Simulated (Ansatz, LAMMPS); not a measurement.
# Glassy B2O3 (150 atoms) under strain: runs compared

How stiff is glassy B2O3 (150 atoms), and how do its levels respond to strain?

Computed with Ansatz 0.2.0: Kohn-Sham DFT, PBE, PAW (set soft_2), plane waves.

### Step 1. The cell as built

The cell holds 150 atoms: 60 B and 90 O. Cell: a = 12.017 Å, b = 12.017 Å, c = 12.017 Å, α = 90.0°, β = 90.0°, γ = 90.0°. 150 atoms (60 B, 90 O) placed at random at 1.93 g/cm³, melted at 3000 K for 20 ps at fixed volume with the Buckingham and Coulomb pair potential of Guillot and Sator (Geochim. Cosmochim. Acta 71, 1249 (2007)) with the boron terms of Wang et al. (J. Non-Cryst. Solids 498, 294 (2018)). Quenched from 3000 K to 300 K at 100 K/ps and fixed volume, held 10 ps at zero pressure.

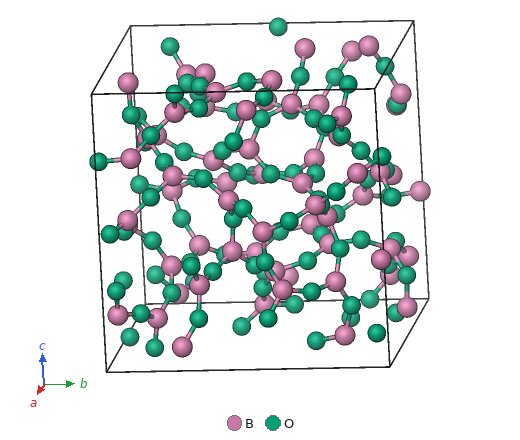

The cell as built. Bonds to atoms that aren't drawn are left out. Some periodic images of atoms are drawn too.

Limits known from the start: The quench rate of 100 K/ps far exceeds what a furnace or splat quench reaches, so expect more defects and frozen-in strain than in a real sample. The starting topology of bonds comes from the classical model, and needn't be the one that DFT or experiment would give. Sampling is at Γ alone.

### Step 2. The reference run

The reference is a single point at the end of the relaxation.

Every strained cell starts from the geometry of this run, and its atoms are relaxed with the cell held.

Its input, with most atom lines left out:

```yaml
crystal:
  lattice:
    - [11.37358, 0.06134, -0.15558]
    - [0.06134, 12.16991, -0.06787]
    - [-0.15558, -0.06787, 12.46953]
  atoms:
    - { symbol: B, position: [0.36482, 0.32786, 0.63108] }
    - { symbol: B, position: [0.38656, 0.70191, 0.95216] }
    - { symbol: B, position: [0.51294, 0.93792, 0.55862] }
    - { symbol: B, position: [0.45412, 0.98564, 0.99792] }
    - { symbol: B, position: [0.27507, 0.64562, 0.61399] }
    - { symbol: B, position: [0.28261, 0.88463, 0.90826] }
    - { symbol: B, position: [0.95497, 0.52459, 0.9948] }
    [... atom lines 8 to 150 left out ...]
kpoints:
  mp_grid: { grid: [1, 1, 1] }
hamiltonian:
  xc: pbe
scf:
  occupations: { method: fixed }
output:
  forces: true
  stress: true
  populations: intrinsic
  dos:
    method: { smearing: { sigma: 0.1 } }
    de: 0.1
    projected: { site_lists: { B: [B], O: [O] } }
  eigenvalues: true
  write_density: true
  write_potential: true
  volumetric_format: npy
```

```
free energy per atom   : -403.6644 eV/atom
r.m.s. force component : 0.00315 eV/Å
pressure               : 0.005769 GPa
```

Filled and empty levels are parted by 5.63 eV (at Γ alone); a semilocal functional tends to put such gaps too low. In a disordered cell it changes from sample to sample, and tail or defect levels can set it.

### Step 3. The runs

Each row is one run, on 4 threads of AMD EPYC 9R45 (Zen 5), shared host. The free energy is the program's total, comparable only between runs with the same functional, potentials and atoms.

| run | atoms | outcome | ionic steps, all passes | free energy (eV) | time | host memory (GiB) |
| --- | --- | --- | --- | --- | --- | --- |
| Single point at the start | 150 | converged | - | -60531.779 | 9.1 s | 2.3 |
| Cell and atoms relaxed | 150 | converged | 25 | -60549.656 | 3 min | 2.4 |
| Single point at the relaxed geometry | 150 | converged | - | -60549.656 | 13 s | 2.5 |
| Volume -3 % | 150 | converged | 9 | -60549.485 | 81 s | 2.5 |
| Volume +3 % | 150 | converged | 6 | -60549.491 | 54 s | 2.6 |
| Volume -6 % | 150 | converged | 7 | -60548.936 | 66 s | 2.4 |
| Volume +6 % | 150 | converged | 8 | -60548.993 | 78 s | 2.7 |
| Volume -10 % | 150 | converged | 10 | -60547.578 | 89 s | 2.3 |
| Stretched by 1 % along x | 150 | converged | 6 | -60549.624 | 55 s | 2.6 |
| Compressed by 1 % along x | 150 | converged | 5 | -60549.627 | 47 s | 2.5 |
| Sheared by 2 % in xy | 150 | converged | 5 | -60549.620 | 46 s | 2.6 |

In some runs the program notes that the SCF threshold is loose for the stress.

### Step 4. Pressure against volume

Atoms are relaxed at each volume, in the scaled cell.

| volume change (%) | volume (Å³/atom) | energy change (meV/atom) | pressure (GPa) | largest move on relaxing (Å) | bonds | gap (eV) |
| --- | --- | --- | --- | --- | --- | --- |
| -10 | 10.353 | 13.85 | 4.07 | 0.74 | 180 | 5.79 |
| -6 | 10.814 | 4.80 | 2.30 | 0.55 | 180 | 5.74 |
| -3 | 11.159 | 1.14 | 1.10 | 0.36 | 180 | 5.70 |
| +0 | 11.504 | 0.00 | 0.01 | - | 180 | 5.63 |
| +3 | 11.849 | 1.10 | -1.07 | 0.22 | 180 | 5.59 |
| +6 | 12.194 | 4.42 | -2.08 | 0.42 | 180 | 5.54 |

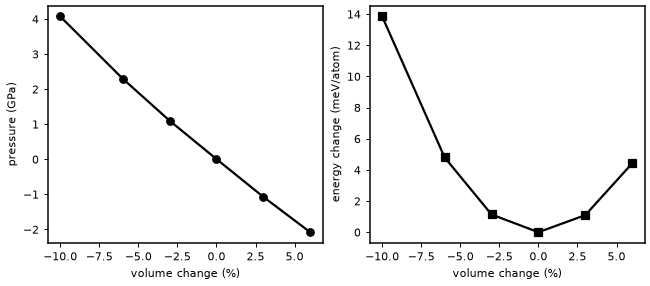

Pressure and energy against volume.

### Step 5. Uniaxial strain and shear

Stress (GPa, compression positive) less that of the relaxed cell, atoms relaxed:

| strain | xx | yy | zz | xy | energy change (meV/atom) |
| --- | --- | --- | --- | --- | --- |
| stretched by 1 % along x | -0.683 | -0.305 | -0.221 | 0.013 | 0.22 |
| compressed by 1 % along x | 0.693 | 0.351 | 0.258 | -0.035 | 0.19 |
| sheared by 2 % in xy | 0.044 | -0.012 | -0.010 | -0.437 | 0.24 |

### Step 6. Findings

The bulk modulus, from the slope of pressure against ln V over the three points nearest the relaxed volume, is 36.2 GPa; between neighbouring points the slope runs 41, 38, 36, 36 and 35 GPa from the smallest volume up, without a steady fall, so no pressure derivative is given. At -10 % and -6 % some atom moved by over 0.5 Å on relaxing, so those points may sit in another local minimum. The gap goes from 5.79 eV at the smallest volume to 5.54 eV at the largest, -1.6 eV per unit of ln V by a straight line, on the run's k-points. In the Cartesian axes of the cell, finite differences give C11 = 68.8, C12 = 32.8, C13 = 23.9 and C66 = 21.8 GPa (the shear of 2 % is the engineering strain, εxy = 0.01). The mean of C11, C12 and C13, which equals the bulk modulus in a cubic or isotropic solid, is 41.9 GPa: it lies 16 % over the bulk modulus from the volumes. For an isotropic solid C66 would equal (C11 − C12)/2 = 18.0 GPa; so small a sample needn't be isotropic, and C66 rests on one shear. With the bulk modulus and C66 as K and G, Young's modulus would be about 55 GPa and Poisson's ratio 0.25.

**Limits.** Strains are finite and relaxations stop at the force tolerance of the input, which can leave moduli too stiff; they are those of a static cell at zero temperature. Volumes are changed with the cell's shape held, so in an anisotropic solid the modulus lies over the one under free hydrostatic load. The program notes that the SCF threshold of the relaxations is loose for the stress.

The DFT runs together took 12 min of wall time.

[Logs are printed without paths, hosts, clocks, repeated set-up lines and the standing remarks that a program may print on its own settings, such as how far it seeks lower states.]

[Hosts, paths, dates, database ids (printed as entryN), source tags and the programs' standing remarks are cut or masked in the printed files.]
